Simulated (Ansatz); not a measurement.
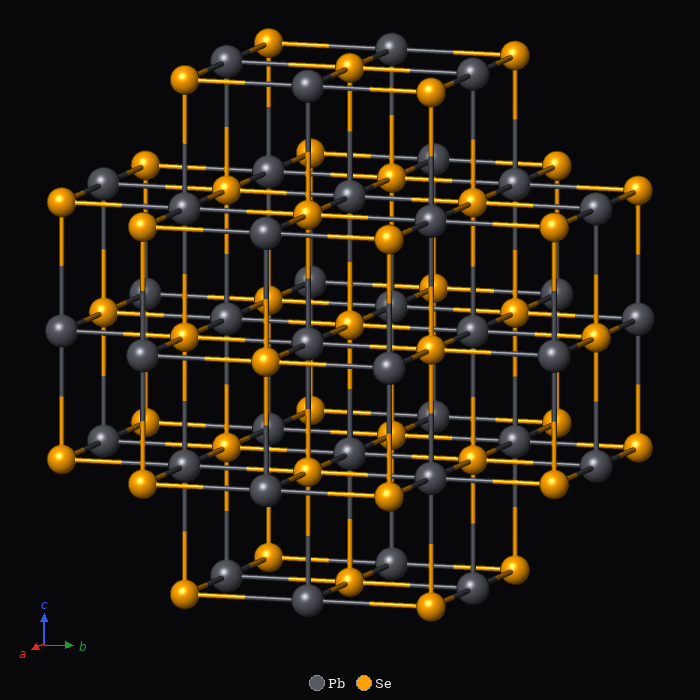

The compound is PbSe (space group Fm-3m, No. 225), taken as coordinates from a relaxation (final pressure about 2.5 GPa) with Ansatz 0.2.0, DFT, PAW plane waves, r2scan.

Bonds are taken as Pb–Se below 3.4 Å. The graph is simplified in the usual way: terminal and isolated atoms are pruned, two-connected atoms become edges.

> What kind of net remains, and which atoms are its nodes?

A uninodal 6-connected, three-periodic net: Pb and Se are 6-connected nodes.

> Does the net have a name?

It is the pcu net, known from NaCl, ReO3 and the B-X framework of perovskite.

> Is the net interpenetrated?

It is a single net, without interpenetration.

> How many nodes does the smallest cycle have?

Four.

> Give the first five terms of the coordination sequence (nodes one, two, three … edges away).

Pb and Se: 6, 18, 38, 66, 102.
